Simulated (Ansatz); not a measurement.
# Hf3AlN4: further runs on a relaxed guess

Aim: for this structure of Hf3AlN4, see whether it has a gap, which orbitals make up the states near it and how charge is shared.

Method: DFT PBE, scalar-relativistic, plane waves, PAW, in Ansatz 0.2.0.

### 1 Starting point

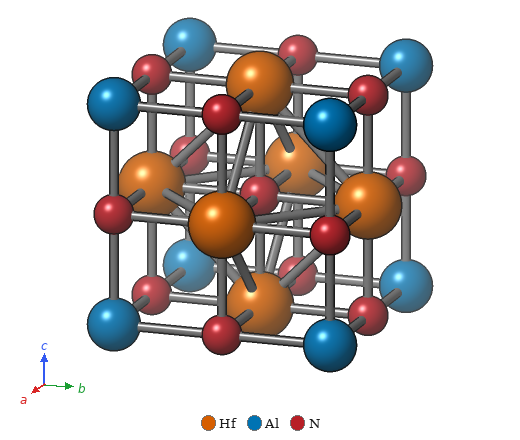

Start, viewed slightly off an axis; hafnium orange, aluminium blue, nitrogen red. Atoms on the faces are drawn again on the opposite ones.

Coordinates:

```
Hf Al N
1.0
     4.49842    0.00000    0.00000
     0.00000    4.49842    0.00000
     0.00000    0.00000    4.49842
Hf Al N
3 1 4
Direct
  0.50000 0.00000 0.50000
  0.00000 0.50000 0.50000
  0.50000 0.50000 0.00000
  0.00000 0.00000 0.00000
  0.50000 0.50000 0.50000
  0.00000 0.50000 0.00000
  0.50000 0.00000 0.00000
  0.00000 0.00000 0.50000
```

It is the end of an earlier relaxation with the same method, from a generated guess; it needn't be the stable form of this composition. At a tolerance of 0.05 Å it has space group Pm-3m (No. 221); it has 11.38 Å³/atom, an uncorrected energy of -1.34 eV/atom over the elements.

### 2 Electronic structure at the relaxed geometry

The input, input.yaml:

```yaml
crystal:
  lattice:
    - [4.4984191356, 0.0, 0.0]
    - [0.0, 4.4984191356, 0.0]
    - [0.0, 0.0, 4.4984191356]
  atoms:
    - { symbol: Hf, position: [0.5, 0.0, 0.5] }
    - { symbol: Hf, position: [0.0, 0.5, 0.5] }
    - { symbol: Hf, position: [0.5, 0.5, 0.0] }
    - { symbol: Al, position: [0.0, 0.0, 0.0] }
    - { symbol: "N", position: [0.5, 0.5, 0.5] }
    - { symbol: "N", position: [0.0, 0.5, 0.0] }
    - { symbol: "N", position: [0.5, 0.0, 0.0] }
    - { symbol: "N", position: [0.0, 0.0, 0.5] }
basis:
  ecutwfc: 420
kpoints:
  mp_grid: { grid: [8, 8, 8] }
  band_path:
    path:
      - [[0.0, 0.0, 0.0], [0.0, 0.5, 0.0], [0.5, 0.5, 0.0], [0.0, 0.0, 0.0], [0.5, 0.5, 0.5], [0.0, 0.5, 0.0]]
      - [[0.5, 0.5, 0.5], [0.5, 0.5, 0.0]]
    npoints: 14
hamiltonian:
  xc: pbe
scf:
  occupations: { method: gaussian, width: 0.1 }
  n_extra_bands: 20
output:
  forces: true
  stress: true
  eigenvalues: true
  populations: true
  dos: { projected: true, de: 0.02, nscf_kmesh: { grid: [10, 10, 10] } }
  bader: true
  write_density: true
  write_potential: true
  elf: true
  volumetric_format: npy
```

Command:

```sh
$ ansatz run input.yaml --threads 1 --pin off --max-ram 2560MiB --backend cpu --events-out ev --progress --plain --runs-dir out
```

Log:

```text
Warning: RAYON_NUM_THREADS=1 ignored (pool sized by the plan → 1); use --threads N
scf.n_extra_bands = 20 over 51 filled bands (N_el = 101.0): the run solves 71 bands
Engine: ansatz 0.2.0, x86_64-unknown-linux-gnu
Pseudopotentials: kind: paw
Pseudopotential: Hf, paw, valence charge 26, recommended cutoff 420 eV (normal), Hf.paw.azcp
Pseudopotential: Al, paw, valence charge 3, recommended cutoff 420 eV (normal), Al.paw.azcp
Pseudopotential: N, paw, valence charge 5, recommended cutoff 420 eV (normal), N.paw.azcp
Functional definition: PBE
  parameter kappa = 0.804
  parameter beta = 0.06672455060314922
  exchange = pbe_x(kappa = kappa, mu = beta*pi^2/3)
  correlation = pbe_c(beta = beta)
Crystal: 8 atoms, lattice volume = 91.029 Å³
Basis set: ecut = 420 eV, 1791 PW (Γ), exchange–correlation on 64×64×64 points (8 copies of the dense FFT grid, shifted against one another)
Bands: 71, of which v1, the nominal top of the filled ones, is band 51 counted from 1 (50 counted from 0)
Symmetry: 48 space group operations
Space group: Pm-3m (ITA 221), of the structure as read, at distance tolerance 4.5e-5 Å
k-points: 35 of 512
Non-local potential: Hf, projectors of the file, l = 0: 3, l = 1: 2, l = 2: 2, l = 3: 3
Non-local potential: Al, projectors of the file, l = 0: 2, l = 1: 2, l = 2: 1
Non-local potential: N, projectors of the file, l = 0: 2, l = 1: 2, l = 2: 1
PAW form: soft (Blöchl's): semilocal exchange-correlation on the pseudo side does not see the compensation charge
PAW one-centre angular grid: Hf, 590 points (default); XC on 64 Gauss nodes
PAW one-centre angular grid: Al, 110 points (default); XC on 64 Gauss nodes
PAW one-centre angular grid: N, 110 points (default); XC on 64 Gauss nodes
Initial density: superposition of atomic densities (neutral atoms: chi_scale 0, normalization atom), corrected by the library's trained network
Initial wavefunctions: pseudopotential atomic-orbital guess
Functional: x = pbe(κ = 0.804, μ = 0.2195149727645171), c = pbe(β = 0.06672455060314922)
SCF iter   1: F=—  HF=-49248.405222 eV  |F-HF|=—  |Δ(HF+E_count)|=         —  Δρ=6.09e-3  dr2=8.32e-2  ethr=1.77e-3  ⟨swp⟩=5.0  Hψ=8281  notcnv=0  defer=65
preconditioner: auto → Kerker (q_TF=auto, 2.776 Å⁻¹)  [metal: Δε(μ)=0.024 eV  Ē_g=19.420 eV  σ=0.100 eV  W_gap=0.14  n_scr=26 (ndim 8)  ℏωp=37.9 eV  f_vac=0.000  D(μ)=3.73/eV (n_scr^D=26)]
SCF iter   2: F=—  HF=-49248.392501 eV  |F-HF|=—  |Δ(HF+E_count)|=   1.27e-2  Δρ=3.03e-3  dr2=2.51e-2  ethr=8.24e-5  ⟨swp⟩=1.1  Hψ=2912  notcnv=0  defer=119
SCF iter   3: F=—  HF=-49248.387284 eV  |F-HF|=—  |Δ(HF+E_count)|=   5.22e-3  Δρ=1.25e-3  dr2=4.79e-3  ethr=2.49e-5  ⟨swp⟩=2.5  Hψ=2969  notcnv=0  defer=119
SCF iter   4: F=—  HF=-49248.386042 eV  |F-HF|=—  |Δ(HF+E_count)|=   1.24e-3  Δρ=5.33e-4  dr2=5.05e-4  ethr=4.74e-6  ⟨swp⟩=2.0  Hψ=3202  notcnv=0  defer=119
SCF iter   5: F=—  HF=-49248.385757 eV  |F-HF|=—  |Δ(HF+E_count)|=   2.85e-4  Δρ=2.81e-4  dr2=6.43e-5  ethr=5.00e-7  ⟨swp⟩=2.0  Hψ=3314  notcnv=0  defer=119
SCF iter   6: F=—  HF=-49248.385635 eV  |F-HF|=—  |Δ(HF+E_count)|=   1.22e-4  Δρ=7.67e-5  dr2=5.41e-6  ethr=6.37e-8  ⟨swp⟩=2.3  Hψ=3965  notcnv=0  defer=133
SCF iter   7: F=—  HF=-49248.385633 eV  |F-HF|=—  |Δ(HF+E_count)|=   1.89e-6  Δρ=2.94e-5  dr2=1.02e-6  ethr=5.36e-9  ⟨swp⟩=2.0  Hψ=3392  notcnv=0  defer=135
SCF iter   8: F=—  HF=-49248.385633 eV  |F-HF|=—  |Δ(HF+E_count)|=   1.23e-7  Δρ=1.28e-5  dr2=1.38e-7  ethr=1.01e-9  ⟨swp⟩=2.0  Hψ=3793  notcnv=0  defer=137
SCF iter   9: F=-49248.385633 eV  HF=-49248.385633 eV  |F-HF|=9.30e-9  |Δ(HF+E_count)|=   1.08e-7  Δρ=2.88e-6  dr2=9.33e-9  ethr=9.90e-11  ⟨swp⟩=13.4  Hψ=18339  notcnv=0
SCF 1 converged in 9 iterations: F = -49248.385633 eV  dr2 = 9.33e-9
NSCF: frozen V_eff on 86 k-points
NSCF: frozen V_eff on 56 k-points
SCF converged after 9 iterations
Free energy (F): -49248.385633 eV
Harris-Foulkes:  -49248.385633 eV  (|F-HF|=9.30e-9)
Internal energy: -49248.369351 eV  (E = F + TS)
E sigma→0 (E₀):  -49248.377492 eV
Entropy (-TS):   -0.016282 eV (-2.035 meV/atom)
Fermi energy:    20.901575 eV
--- Per-component energies (eV) ---
  E_band       = 345.688948
  E_kinetic    = 1822.719417
  E_local      = -16957.848655  (includes V_loc(G=0)·N_el)
  E_nonlocal   = -3540.574118
  E_hartree    = 7985.496943
  E_xc         = -1185.309035
  E_vxc        = -1140.627730  (∫ρ·V_xc dr)
  E_paw        = -21758.037501  (= ΣΔE_a)
  E_vpaw       = 4191.031468  (= ΣTr[D̂ρ^β])
  E_aug_tail   = 0.000378  (compensation charges beyond the density's cutoff)
  E_ewald      = -15614.816781
  E_smearing   = -0.016282  (= −TS)
  E_closure    = -0.000000  (closes the sum)
  Σ components = -49248.385633   (vs F -49248.385633, Δ=0.00e0)
--- Forces (eV/Å), atoms counted from 1 ---
  atom   1  Hf    -0.00000000    -0.00000000     0.00000000
  atom   2  Hf     0.00000000    -0.00000000    -0.00000000
  atom   3  Hf    -0.00000000     0.00000000    -0.00000000
  atom   4  Al    -0.00000000     0.00000000    -0.00000000
  atom   5  N      0.00000000     0.00000000     0.00000000
  atom   6  N      0.00000000     0.00000000    -0.00000000
  atom   7  N     -0.00000000    -0.00000000     0.00000000
  atom   8  N     -0.00000000     0.00000000    -0.00000000
  max |Σ_I F_I| component: 2.91e-29 eV/Å
--- Stress (GPa, compression-positive) ---
        0.008256       0.000000       0.000000
        0.000000       0.008256       0.000000
       -0.000000       0.000000       0.008256
  P = ⅓ Tr σ = 0.0083 GPa (0.083 kbar)
--- Band table (eV; the first three rows and the last of 35) ---
  k-point 0: bands = ["-42.0844", "-42.0201", "-42.0201", "-11.1648", "-11.1648", "-11.1648", "-10.8213", "-10.8213", "-10.8213", "-10.5740", "-10.5740", "-10.5740", "3.0062", "4.1495", "4.6736", "4.6736", "7.9829", "7.9829", "7.9829", "8.0094", "8.0094", "8.0094", "8.0128", "8.0128", "8.0128", "8.0153", "8.0577", "8.0577", "8.0577", "8.0725", "8.0725", "8.0725", "8.0745", "8.0745", "8.0851", "8.0851", "8.0851", "14.0085", "14.0085", "14.0085", "16.5845", "16.5845", "16.5845", "17.2487", "17.2487", "17.2487", "17.6072", "17.6072", "17.6072", "17.8560", "17.8560", "17.8560", "19.3519", "21.5858", "21.5858", "21.5858", "23.2529", "23.2529", "23.9278", "24.8185", "25.8280", "25.8280", "26.2764", "26.2764", "26.2764", "27.0630", "28.3879", "28.3879", "28.7505", "28.7505", "28.7505"]
  k-point 1: bands = ["-42.0822", "-42.0222", "-42.0200", "-11.1522", "-11.1522", "-11.1496", "-10.8267", "-10.8252", "-10.8252", "-10.6034", "-10.5833", "-10.5833", "3.1125", "4.2174", "4.6596", "4.7544", "7.9849", "7.9849", "7.9866", "8.0097", "8.0097", "8.0138", "8.0141", "8.0151", "8.0151", "8.0170", "8.0573", "8.0573", "8.0639", "8.0721", "8.0721", "8.0722", "8.0745", "8.0779", "8.0829", "8.0838", "8.0838", "13.8950", "13.9710", "13.9710", "16.2051", "16.2997", "16.2997", "16.7949", "17.0325", "17.0325", "17.1141", "17.6697", "17.6697", "17.6803", "18.3963", "18.3963", "19.8037", "21.3979", "21.8804", "21.8804", "23.3058", "23.6634", "24.4375", "24.9811", "25.8523", "25.9891", "25.9891", "26.0948", "26.2785", "27.0254", "28.1753", "28.5536", "28.8087", "28.8087", "29.1875"]
  k-point 2: bands = ["-42.0762", "-42.0282", "-42.0200", "-11.1180", "-11.1180", "-11.1040", "-10.8395", "-10.8381", "-10.8381", "-10.6830", "-10.6060", "-10.6060", "3.3984", "4.3811", "4.6100", "4.9578", "7.9903", "7.9903", "7.9949", "8.0100", "8.0100", "8.0193", "8.0210", "8.0210", "8.0220", "8.0254", "8.0563", "8.0563", "8.0662", "8.0706", "8.0706", "8.0744", "8.0745", "8.0805", "8.0805", "8.0861", "8.0912", "13.6820", "13.8776", "13.8776", "15.4093", "15.8077", "15.8445", "15.8868", "15.8868", "16.9066", "16.9066", "17.4620", "17.4620", "17.8829", "19.5475", "19.5475", "20.7270", "20.9399", "22.5862", "22.5862", "23.4390", "23.9614", "25.0272", "25.1963", "25.1963", "25.6692", "26.1655", "26.2836", "26.6768", "26.7707", "27.7924", "28.9117", "28.9117", "29.3176", "30.2428"]
  k-point 34: bands = ["-42.0412", "-42.0412", "-42.0412", "-11.4530", "-11.2057", "-11.2057", "-11.2057", "-10.5916", "-10.5916", "-10.5916", "-10.5425", "-10.5425", "5.4437", "5.4437", "5.4437", "5.6791", "8.0242", "8.0242", "8.0242", "8.0325", "8.0325", "8.0411", "8.0411", "8.0411", "8.0463", "8.0463", "8.0463", "8.0921", "8.0921", "8.0998", "8.0998", "8.0998", "8.1104", "8.1675", "8.1675", "8.1675", "8.2725", "10.2423", "12.1158", "12.1158", "12.1158", "14.5533", "14.5533", "14.5533", "14.7017", "14.7017", "14.7017", "16.4688", "16.4688", "22.8989", "22.8989", "22.8989", "23.5131", "24.1435", "24.1435", "24.1435", "24.4312", "24.4312", "24.4312", "24.6215", "24.6215", "25.5221", "26.5081", "29.5730", "29.5730", "29.5730", "29.5932", "29.5932", "29.5932", "29.6551", "29.6551"]
--- Löwdin populations: 8 sites ---
  site symbol       q [e]
     0     Hf     25.2209
     1     Hf     25.2209
     2     Hf     25.2209
     3     Al      2.1637
     4      N      5.6537
     5      N      5.7499
     6      N      5.7499
     7      N      5.7499
  spilling = 0.002675 (of n_electrons = 101.000000)
--- Bader charges: 8 sites ---
  site symbol  charge [e]  shift [e]
     0     Hf      2.0035     0.0026
     1     Hf      2.0035     0.0026
     2     Hf      2.0035     0.0026
     3     Al      2.2034     0.0003
     4      N     -1.9491     0.0028
     5      N     -2.0882     0.0016
     6      N     -2.0882     0.0016
     7      N     -2.0882     0.0016
  estimated error of the sums over rays = 4.3e-4 e
```

Wall time 2.2 min (1 thread of Intel Xeon Platinum 8259CL at 2.50GHz (Skylake/Cascade Lake), shared host); peak memory 0.65 GiB.

Site by site:

```csv
atom,Löwdin electrons,Bader charge (e),Bader volume (Å³)
Hf1,25.22,+2.00,11.2
Hf2,25.22,+2.00,11.2
Hf3,25.22,+2.00,11.2
Al4,2.16,+2.20,5.3
N5,5.65,-1.95,11.7
N6,5.75,-2.09,13.5
N7,5.75,-2.09,13.5
N8,5.75,-2.09,13.5
```

The Löwdin counts miss 0.27 of the 101 electrons, which the atomic orbitals do not span, so they are no charges.

From bands.tsv, the levels nearest the Fermi level at the path's corners, in eV from the Fermi level:

| point | band 47 | band 48 | band 49 | band 50 | band 51 | band 52 | band 53 | band 54 |
| --- | --- | --- | --- | --- | --- | --- | --- | --- |
| Γ | -3.29 | -3.29 | -3.29 | -3.05 | -3.05 | -3.05 | -1.55 | 0.68 |
| X | -4.13 | -3.66 | -3.66 | -2.62 | -0.68 | 1.09 | 1.09 | 1.47 |
| M | -4.93 | -4.93 | -3.98 | 1.69 | 1.80 | 1.80 | 1.92 | 2.03 |
| Γ | -3.29 | -3.29 | -3.29 | -3.05 | -3.05 | -3.05 | -1.55 | 0.68 |
| R | -6.20 | -4.43 | -4.43 | 2.00 | 2.00 | 2.00 | 2.61 | 3.24 |
| X | -4.13 | -3.66 | -3.66 | -2.62 | -0.68 | 1.09 | 1.09 | 1.47 |
| R | -6.20 | -4.43 | -4.43 | 2.00 | 2.00 | 2.00 | 2.61 | 3.24 |
| M | -4.93 | -4.93 | -3.98 | 1.69 | 1.80 | 1.80 | 1.92 | 2.03 |

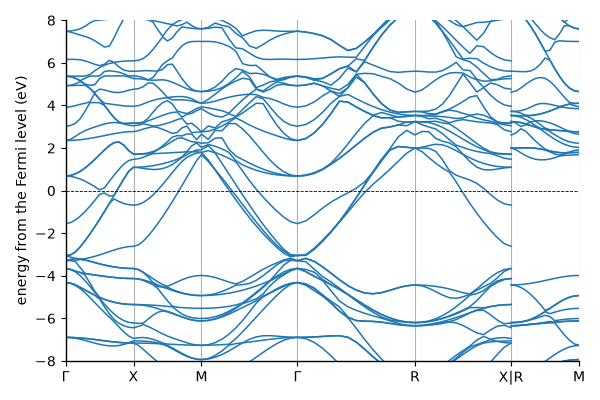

Bands along the path. Deeper bands lie below the window drawn.

States per cell in windows of 1 eV, from dos.tsv and pdos.tsv (zero at the Fermi level):

```csv
from,to,total,Hf 5d,Al 3p,N 2p
-8,-7,3.62,0.81,0.21,2.06
-7,-6,4.15,0.90,0.35,2.55
-6,-5,7.36,1.81,0.09,5.03
-5,-4,5.95,1.01,0.07,4.58
-4,-3,1.03,0.15,0.00,0.83
-3,-2,0.42,0.31,0.00,0.10
-2,-1,0.92,0.66,0.00,0.20
-1,0,1.59,1.03,0.02,0.28
0,1,3.09,1.91,0.11,0.47
1,2,3.59,2.35,0.16,0.54
2,3,4.02,2.80,0.18,0.65
3,4,6.35,4.16,0.39,0.95
4,5,4.96,3.05,0.50,0.49
5,6,4.85,2.35,0.60,0.56
```

Below -8 eV lie 76 or so more states.

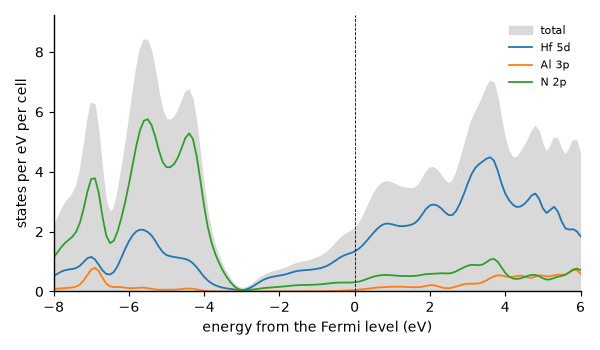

Total and projected density of states, smoothed over about 0.40 eV.

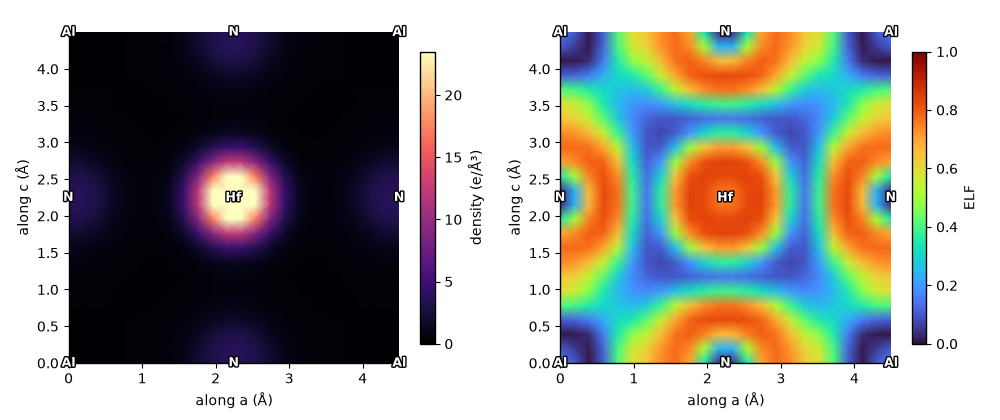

Density (left) and ELF (right) in a lattice plane of the grid's cell (edges 4.50 and 4.50 Å, at 0.000 of the third edge), which holds Hf and Al and N. Only atoms in the plane are labelled; the density scale stops at 23.50 e/Å³. Both are smooth fields of the valence electrons: close to the nuclei they are not physical.

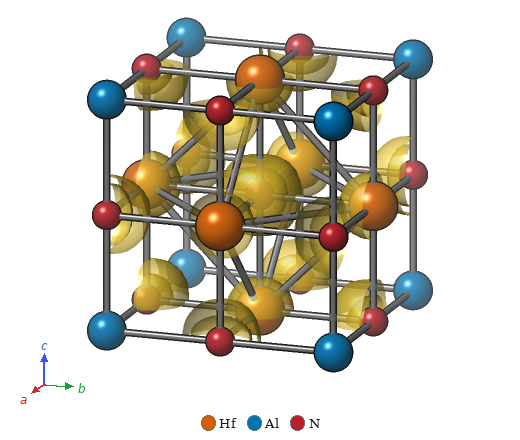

Surface of ELF = 0.77, drawn in one cell.

The highest ELF values outside the cores: 0.83 in the shell around N, 0.7 Å from N.

### 3 Variant: ecutwfc 36.7 Ry

The input, input.yaml:

```yaml
crystal:
  lattice:
    - [4.4984191356, 0.0, 0.0]
    - [0.0, 4.4984191356, 0.0]
    - [0.0, 0.0, 4.4984191356]
  atoms:
    - { symbol: Hf, position: [0.5, 0.0, 0.5] }
    - { symbol: Hf, position: [0.0, 0.5, 0.5] }
    - { symbol: Hf, position: [0.5, 0.5, 0.0] }
    - { symbol: Al, position: [0.0, 0.0, 0.0] }
    - { symbol: "N", position: [0.5, 0.5, 0.5] }
    - { symbol: "N", position: [0.0, 0.5, 0.0] }
    - { symbol: "N", position: [0.5, 0.0, 0.0] }
    - { symbol: "N", position: [0.0, 0.0, 0.5] }
basis:
  ecutwfc: "36.7 Ry"
kpoints:
  mp_grid: { grid: [8, 8, 8] }
hamiltonian:
  xc: pbe
scf:
  occupations: { method: gaussian, width: 0.1 }
output:
  forces: true
  eigenvalues: true
  stress: true
```

Command:

```sh
$ ansatz run input.yaml --threads 1 --pin off --max-ram 2560MiB --backend cpu --events-out ev --progress --plain --runs-dir out
```

Log (excerpt; [...] marks lines left out):

```text
Warning: RAYON_NUM_THREADS=1 ignored (pool sized by the plan → 1); use --threads N
[...]
Pseudopotentials: kind: paw
Pseudopotential: Hf, paw, valence charge 26, recommended cutoff 420 eV (normal), Hf.paw.azcp
Pseudopotential: Al, paw, valence charge 3, recommended cutoff 420 eV (normal), Al.paw.azcp
Pseudopotential: N, paw, valence charge 5, recommended cutoff 420 eV (normal), N.paw.azcp
Functional definition: PBE
[...]
Crystal: 8 atoms, lattice volume = 91.029 Å³
Basis set: ecut = 499.3289376138798 eV, 2325 PW (Γ), exchange–correlation on 72×72×72 points (8 copies of the dense FFT grid, shifted against one another)
Bands: 61, of which v1, the nominal top of the filled ones, is band 51 counted from 1 (50 counted from 0)
Symmetry: 48 space group operations
Space group: Pm-3m (ITA 221), of the structure as read, at distance tolerance 4.5e-5 Å
k-points: 35 of 512
[...]
SCF converged after 9 iterations
Free energy (F): -49248.407956 eV
[...]
E sigma→0 (E₀):  -49248.399810 eV
Entropy (-TS):   -0.016292 eV (-2.037 meV/atom)
Fermi energy:    20.901268 eV
[...]
--- Forces (eV/Å), atoms counted from 1 ---
  atom   1  Hf     0.00000000    -0.00000000     0.00000000
  atom   2  Hf     0.00000000     0.00000000     0.00000000
  atom   3  Hf     0.00000000     0.00000000     0.00000000
  atom   4  Al    -0.00000000     0.00000000    -0.00000000
  atom   5  N      0.00000000    -0.00000000    -0.00000000
  atom   6  N      0.00000000    -0.00000000     0.00000000
  atom   7  N     -0.00000000    -0.00000000     0.00000000
  atom   8  N      0.00000000     0.00000000    -0.00000000
[...]
--- Stress (GPa, compression-positive) ---
       -0.040863       0.000000       0.000000
        0.000000      -0.040863       0.000000
        0.000000       0.000000      -0.040863
  P = ⅓ Tr σ = -0.0409 GPa (-0.409 kbar)
--- Band table (eV; the first three rows and the last of 35) ---
[...]
```

It took 15 s on 1 thread of Intel Xeon Platinum 8259CL at 2.50GHz (Skylake/Cascade Lake), shared host; peak memory 0.55 GiB.

| run | ending | energy change | pressure (GPa) | gap (eV) | force (eV/Å) | cycles | time |
| --- | --- | --- | --- | --- | --- | --- | --- |
| step 2 | converged | 0 | 0.0 | 0.00 | 0.00 | 9 | 2.2 min |
| variant | converged | -2.8 meV/atom | 0.0 | 0.00 | 0.00 | 9 | 15 s |

Changing the cutoff moves the energy by -2.8 meV/atom. More plane waves (499.329 against 420 eV) lower the energy, so the reference carries about that much basis error.

### 4 Summary of results

```
                 quantity                                   value
                      gap                            none (metal)
states at the Fermi level                    2.04 per eV per cell
            Bader charges  Hf +2.00, Al +2.20, N -2.09 to -1.95 e
```

It comes out metallic. Of the projected weight within 0.25 eV of the Fermi level, the largest part is Hf 5d (66 %) and N 2p (15 %). Bader charges reach 2.2 e, so charge transfer in this metal is strong. Spin-orbit coupling is left out, which matters for the bands of Hf. Spin polarisation is off in the runs that give these values; a magnetic solution could lie lower.
